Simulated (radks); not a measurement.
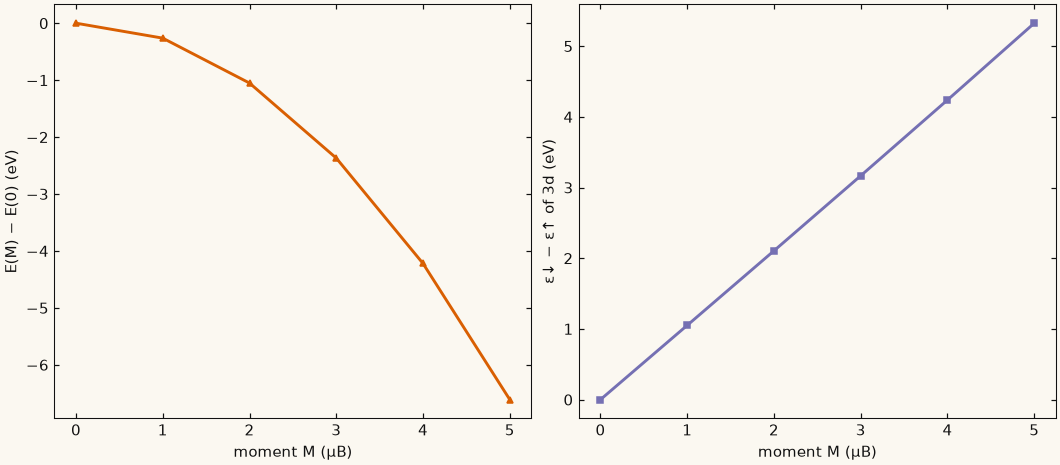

For Fe³⁺ in [Ar] 3d5, the spin moment of the 3d shell is fixed at a series of values. Computed with the in-house radial solver radks: scalar-relativistic Kohn-Sham, LDA (Slater exchange, Perdew-Wang correlation), spin-polarised, spherical densities, finite nucleus. The plot shows the energy and the exchange splitting.

> What is the spin-polarisation energy, and which exchange integral follows?

The energy falls with the moment, to −6.61 eV at M = 5 μB, the largest moment run, in line with Hund's first rule (at fractional spins the functional's fractional-spin error adds to the fall). A fit E = −I M²/4 gives an exchange integral I of about 1.1 eV, and the exchange splitting grows nearly in proportion to M, to 5.32 eV (1.1 eV per μB).
